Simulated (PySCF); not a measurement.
C$_{3}$H$_{5}$Cl, SMILES `ClC1CC1`.

PySCF calculation, ωB97X/6-31+G*, gas phase; geometry: GFN2-xTB. No frequency check shows the geometry to be a minimum. The basis has diffuse s and p functions alone, which still leaves polarisabilities too small, most of all across bonds. GFN2-xTB bond lengths at metals and heavier atoms can be off by up to 0.1 Å and shapes distorted, which carries into these values.

Coordinates in Å:

```
Cl1     -1.3885    0.0000    0.0897
C2       0.2466   -0.0001   -0.5572
C3       1.3103    0.7503    0.1749
C4       1.3103   -0.7503    0.1749
H5       0.2311    0.0000   -1.6376
H6       1.0340    1.2536    1.0881
H7       2.0513    1.2746   -0.4093
H8       1.0341   -1.2536    1.0881
H9       2.0514   -1.2745   -0.4093
```

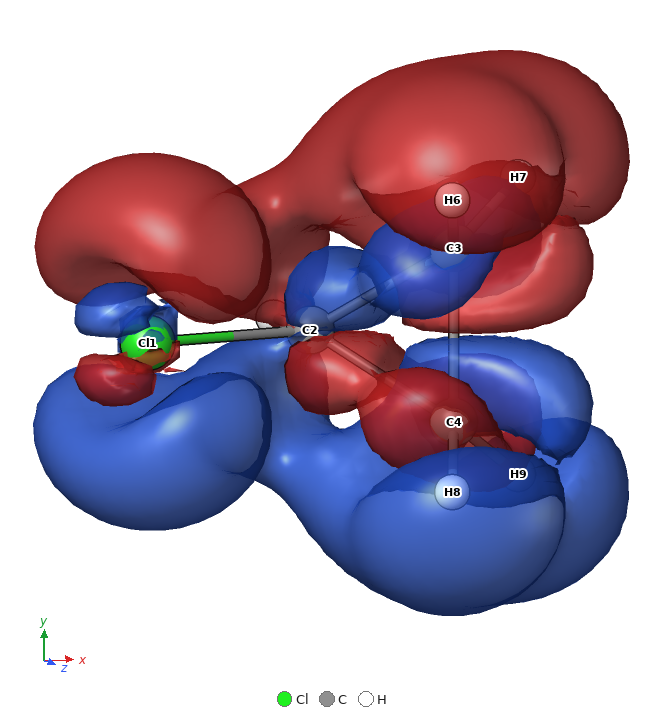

Change of the electron density in a uniform field of 0.21 V/Å, surfaces at ±0.0008 e/Å³ (red: gain, blue: loss).

Question: Along which Cartesian direction does the field point?

Answer: Along −y: electrons gather on the +y side, against the field.

Question: What dipole is induced, and what polarisability does it imply?

Answer: The induced dipole is 0.41 D (along the field); α along this axis, from the fields in both directions, is 40 bohr³ (5.9 Å³).

Question: Which atoms gain and lose the most charge?

Answer: Electrons gather most on C3 (Hirshfeld charge changes by −0.006 e) and leave C4 most (+0.006 e); 0.041 electrons are displaced in all.
